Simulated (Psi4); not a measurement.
# SiCl4 (silicon tetrachloride): B3LYP/6-31G(d) (Cartesian functions)

What is the energy change on altering one bond length of SiCl4 (silicon tetrachloride) at B3LYP/6-31G* (Cartesian functions)? 

Program for the calculation: Psi4 1.11.

1 further run of the same task is left out (it didn't finish).

**1. Starting point**

SiCl4 has 5 atoms, charge 0, and is taken as a singlet. SMILES: `Cl[Si](Cl)(Cl)Cl`. Geometry: relaxed at PBE0-D4/def2-TZVP.

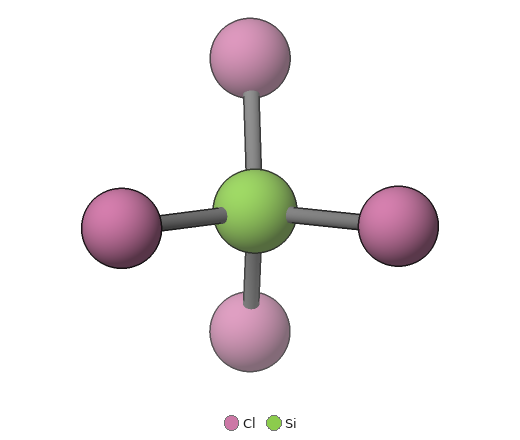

Viewed from a chosen angle; chlorine pink, silicon green.

**2. Energy and gradient at B3LYP/6-31G(d) (Cartesian functions)**

cl4si.xyz

```xyz
5
Cl4Si
Cl    -0.962600    -0.087600     1.762300
Si     0.010000    -0.014700    -0.008300
Cl     1.655400    -1.185900     0.078100
Cl    -1.212100    -0.676900    -1.476100
Cl     0.559300     1.891400    -0.397500
```

calc.py

```python
import psi4

psi4.set_memory('1600 MB')
psi4.set_num_threads(1)
psi4.set_output_file('run.log', False)

with open('cl4si.xyz') as f:
    atoms = ''.join(f.readlines()[2:])
molecule = psi4.geometry('0 1\n' + atoms + 'symmetry c1\nno_reorient\nno_com')

psi4.set_options({
    'puream': False,
    'e_convergence': 1e-09,
    'd_convergence': 1e-08,
    'scf_type': 'pk',
    'dft_radial_points': 99,
    'dft_spherical_points': 590,
})

e, wfn = psi4.gradient('b3lyp/6-31G*', return_wfn=True)
psi4.oeprop(wfn, 'MAYER_INDICES', 'QUADRUPOLE', 'MULLIKEN_CHARGES')
print('gradient / Eh bohr^-1')
print(e.np.round(6))
print(f'energy = {wfn.energy():.10f} Eh')
for k, v in sorted(psi4.core.scalar_variables().items()):
    print(f'{k:45s} {v:18.10f}')
```

Command:

```console
$ python calc.py
```

run.log:

```text
[...]
  Running in c1 symmetry.
[...]
  Nuclear repulsion =  527.177977359409056
[...]
  Multiplicity = 1
[...]
  Nalpha       = 41
  Nbeta        = 41
[...]
    Number of basis functions: 95
[...]
   @RKS iter   1: -2130.41537453900128    2.75842e-01   3.44341e-03 DIIS/ADIIS
[...]
   @RKS iter   8: -2130.47173507023808   -7.27596e-12   4.80693e-09 DIIS
[...]
  @RKS Final Energy: -2130.47173507023808
   => Energetics <=
    Nuclear Repulsion Energy =            527.1779773594090557
    One-Electron Energy =               -3993.1603770957649431
    Two-Electron Energy =                1443.4897988459370026
    DFT Exchange-Correlation Energy =    -107.9791341798189421
    Empirical Dispersion Energy =           0.0000000000000000
    VV10 Nonlocal Energy =                  0.0000000000000000
    Total Energy =                      -2130.4717350702380827
[...]
  -Total Gradient:
     Atom            X                  Y                   Z
    ------   -----------------  -----------------  -----------------
       1        0.005540042274     0.000410156074    -0.010092253459
       2       -0.000009842461     0.000010867936     0.000013589089
       3       -0.009357208638     0.006654762490    -0.000491867072
       4        0.006955332822     0.003765695124     0.008351682521
       5       -0.003122960133    -0.010845466858     0.002215415939
[...]
 Multipole Moments:
 ------------------------------------------------------------------------------------
     Multipole            Electronic (a.u.)      Nuclear  (a.u.)        Total (a.u.)
 ------------------------------------------------------------------------------------
 L = 1.  Multiply by 2.5417464519 to convert [e a0] to [Debye]
 Dipole X            :         -1.5496142            1.5495754           -0.0000387
 Dipole Y            :          2.2844335           -2.2843009            0.0001326
 Dipole Z            :          1.2862020           -1.2861476            0.0000544
 Magnitude           :                                                    0.0001484
 L = 2.  Multiply by 1.3450342976 to convert [e a0^2] to [Debye ang]
 Quadrupole XX       :       -377.8714764          330.8004622          -47.0710142
 Quadrupole XY       :          0.0369206           -0.0367678            0.0001528
[...]
  Mulliken Charges: (a.u.)
   Center  Symbol    Alpha    Beta     Spin     Total
       1    CL     8.56528  8.56528  0.00000 -0.13056
       2    SI     6.73883  6.73883  0.00000  0.52233
       3    CL     8.56530  8.56530  0.00000 -0.13060
       4    CL     8.56530  8.56530  0.00000 -0.13059
       5    CL     8.56529  8.56529  0.00000 -0.13057
   Total alpha = 41.00000, Total beta = 41.00000, Total charge =  0.00000
  Mayer Bond Indices:
[...]
```

On the terminal:

```text
gradient / Eh bohr^-1
[[ 5.5400e-03  4.1000e-04 -1.0092e-02]
 [-1.0000e-05  1.1000e-05  1.4000e-05]
 [-9.3570e-03  6.6550e-03 -4.9200e-04]
 [ 6.9550e-03  3.7660e-03  8.3520e-03]
 [-3.1230e-03 -1.0845e-02  2.2150e-03]]
energy = -2130.4717350702 Eh
CURRENT ENERGY                                  -2130.4717350702
CURRENT REFERENCE ENERGY                        -2130.4717350702
DD SOLVATION ENERGY                                 0.0000000000
DFT FUNCTIONAL TOTAL ENERGY                     -2130.4717350702
DFT TOTAL ENERGY                                -2130.4717350702
DFT VV10 ENERGY                                     0.0000000000
DFT XC ENERGY                                    -107.9791341798
GRID ELECTRONS ALPHA                               40.9999997317
GRID ELECTRONS BETA                                40.9999997317
GRID ELECTRONS TOTAL                               81.9999994634
NUCLEAR REPULSION ENERGY                          527.1779773594
ONE-ELECTRON ENERGY                             -3993.1603770958
PCM POLARIZATION ENERGY                             0.0000000000
PE ENERGY                                           0.0000000000
SCF ITERATION ENERGY                            -2130.4717350702
SCF ITERATIONS                                      8.0000000000
SCF TOTAL ENERGY                                -2130.4717350702
TWO-ELECTRON ENERGY                              1443.4897988459
XC GRID RADIAL POINTS                              99.0000000000
XC GRID SPHERICAL POINTS                          590.0000000000
XC GRID TOTAL POINTS                           270595.0000000000
```

Wall time 13 s (1 thread of Intel Xeon 6975P-C (Granite Rapids), shared host); peak memory 0.64 GiB.

**3. The distorted shape**

job.json

```json
{
 "schema_name": "qcschema_input",
 "schema_version": 1,
 "molecule": {
  "schema_name": "qcschema_molecule",
  "schema_version": 2,
  "symbols": ["Cl", "Si", "Cl", "Cl", "Cl"],
  "geometry": [-3.06469358, -4.48798427, 4.2128496, -1.22674595, -4.35022324, 0.86690052, 1.88260942, -6.56347048, 1.03017286, -3.53618025, -5.60159988, -1.90683948, 1.05692382, 3.57422799, -0.75116613],
  "molecular_charge": 0,
  "molecular_multiplicity": 1,
  "fix_symmetry": "c1",
  "fix_com": true,
  "fix_orientation": true
 },
 "driver": "gradient",
 "model": {
  "method": "b3lyp",
  "basis": "6-31G*"
 },
 "keywords": {
  "puream": false,
  "e_convergence": 1e-09,
  "d_convergence": 1e-08,
  "scf_type": "pk",
  "dft_radial_points": 99,
  "dft_spherical_points": 590,
  "scf_properties": ["MAYER_INDICES", "DIPOLE", "LOWDIN_CHARGES"]
 }
}
```

Command:

```console
$ psi4 --qcschema job.json -n 1 --memory 1600MB
```

stdout (excerpt; [...] marks lines left out):

```text
[...]
  Running in c1 symmetry.
[...]
  Nuclear repulsion =  438.174539507943052
[...]
  Multiplicity = 1
[...]
  Nalpha       = 41
  Nbeta        = 41
[...]
    Number of basis functions: 95
[...]
   @RKS iter   1: -2130.08817092121490    1.36315e-01   4.80283e-03 DIIS/ADIIS
[...]
   @RKS iter  22: -2130.29867637916868   -4.96584e-10   9.62565e-09 DIIS
[...]
  @RKS Final Energy: -2130.29867637916868
   => Energetics <=
    Nuclear Repulsion Energy =            438.1745395079430523
    One-Electron Energy =               -3814.2052568174112821
    Two-Electron Energy =                1353.5710735373977514
    DFT Exchange-Correlation Energy =    -107.8390326070980336
    Empirical Dispersion Energy =           0.0000000000000000
    VV10 Nonlocal Energy =                  0.0000000000000000
    Total Energy =                      -2130.2986763791686826
[...]
 Multipole Moments:
 ------------------------------------------------------------------------------------
     Multipole            Electronic (a.u.)      Nuclear  (a.u.)        Total (a.u.)
 ------------------------------------------------------------------------------------
 L = 1.  Multiply by 2.5417464519 to convert [e a0] to [Debye]
 Dipole X            :         78.6677427          -79.4172333           -0.7494907
 Dipole Y            :        280.6426275         -283.2431782           -2.6005507
 Dipole Z            :        -55.5508274           56.0818937            0.5310663
 Magnitude           :                                                    2.7580123
[...]
  -Total Gradient:
     Atom            X                  Y                   Z
    ------   -----------------  -----------------  -----------------
       1        0.003032055692    -0.007009286519    -0.007885971959
       2       -0.000269978845    -0.000897471232     0.000199515613
       3       -0.010844234939    -0.001192280052     0.001051575290
       4        0.004343791244    -0.003885766710     0.009286770268
       5        0.003741568194     0.012983165548    -0.002651106827
[...]
```

The result, in JSON:

```text
{
 "driver": "gradient",
 "model": {
  "method": "b3lyp",
  "basis": "6-31G*"
 },
 "success": true,
 "return_result": [0.003032055692381949, -0.007009286518723304, -0.00788597195906493, -0.000269978845345277, -0.0008974712321159484, 0.0001995156126669423, -0.010844234939072217, -0.0011922800523841703, 0.0010515752895968507, 0.004343791244067238, -0.0038857667098964738, 0.009286770267951189, 0.003741568193927938, 0.012983165547707117, -0.0026511068265418513],
 "properties": {
  "calcinfo_nbasis": 95,
  "calcinfo_nmo": 95,
  "calcinfo_nalpha": 41,
  "calcinfo_nbeta": 41,
  "calcinfo_natom": 5,
  "nuclear_repulsion_energy": 438.17453950794305,
  "return_energy": -2130.2986763791687,
  "return_gradient": [0.003032055692381949, -0.007009286518723304, -0.00788597195906493, -0.000269978845345277, -0.0008974712321159484, 0.0001995156126669423, -0.010844234939072217, -0.0011922800523841703, 0.0010515752895968507, 0.004343791244067238, -0.0038857667098964738, 0.009286770267951189, 0.003741568193927938, 0.012983165547707117, -0.0026511068265418513],
  "scf_one_electron_energy": -3814.2052568174113,
  "scf_two_electron_energy": 1353.5710735373978,
  "scf_xc_energy": -107.83903260709803,
  "scf_dipole_moment": [-0.7494906790385301, -2.6005507340540817, 0.5310662846047904],
  "scf_total_energy": -2130.2986763791687,
  "scf_total_gradient": [0.003032055692381949, -0.007009286518723304, -0.00788597195906493, -0.000269978845345277, -0.0008974712321159484, 0.0001995156126669423, -0.010844234939072217, -0.0011922800523841703, 0.0010515752895968507, 0.004343791244067238, -0.0038857667098964738, 0.009286770267951189, 0.003741568193927938, 0.012983165547707117, -0.0026511068265418513],
  "scf_iterations": 22
 }
}
```

Run time: 15 s. Hardware: 1 thread of Intel Xeon 6975P-C (Granite Rapids), shared host; peak memory 0.83 GiB.

**4. Summary of results**

At B3LYP/6-31G* (Cartesian functions):

```
                                                           quantity           value
                                          first shape: total energy  -2130.47174 Eh
                                         first shape: dipole moment          0.00 D
                                           first shape: HOMO energy        -9.32 eV
                                           first shape: LUMO energy        -0.97 eV
                                         first shape: HOMO–LUMO gap         8.35 eV
                              first shape: largest force on an atom      0.592 eV/Å
                                      distorted shape: total energy  -2130.29868 Eh
                                     distorted shape: dipole moment          7.01 D
                                       distorted shape: HOMO energy        -7.15 eV
                                       distorted shape: LUMO energy        -6.16 eV
                                     distorted shape: HOMO–LUMO gap         0.98 eV
                          distorted shape: largest force on an atom      0.708 eV/Å
energy change with the Si2–Cl5 bond stretched from 2.021 to 4.447 Å        4.709 eV
```

**Reading.** One bond (distorted shape) is far stretched, which a spin-restricted single reference describes badly; a broken-symmetry solution may lie lower. With the Si2–Cl5 bond stretched from 2.021 to 4.447 Å the energy rises by 4.71 eV (109 kcal/mol). The first shape isn't relaxed at this level, so the change isn't measured from a minimum. A restricted reference can't describe the breaking bond well at this length. The largest force (first shape) is 0.59 eV/Å: the shape isn't a stationary point for this species at this level.
